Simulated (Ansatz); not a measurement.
Base system: GaN (space group Pm-3n, No. 223; a = 5.5131 Å; a hypothetical phase, not in the database extracts checked).

One thing is altered: cell and atoms relaxed at a pressure of 0.7 GPa.

All numbers come from PBEsol (Ansatz, an electronic-structure program, PAW, no spin-orbit coupling).

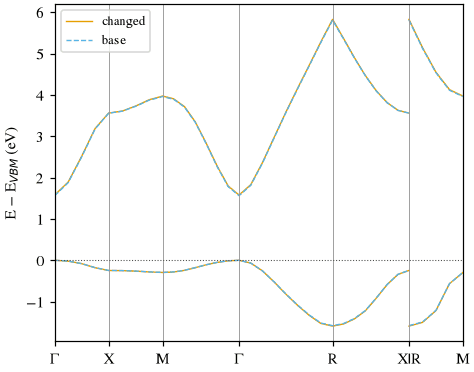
Figure. Highest valence and lowest conduction band along the path, each from its own valence-band maximum

The gap is 1.58 eV, direct at Γ; the base has 1.56 eV.

Load acts through the strain it causes; cell and atoms are relaxed under it. Stability against distortions was not tested.
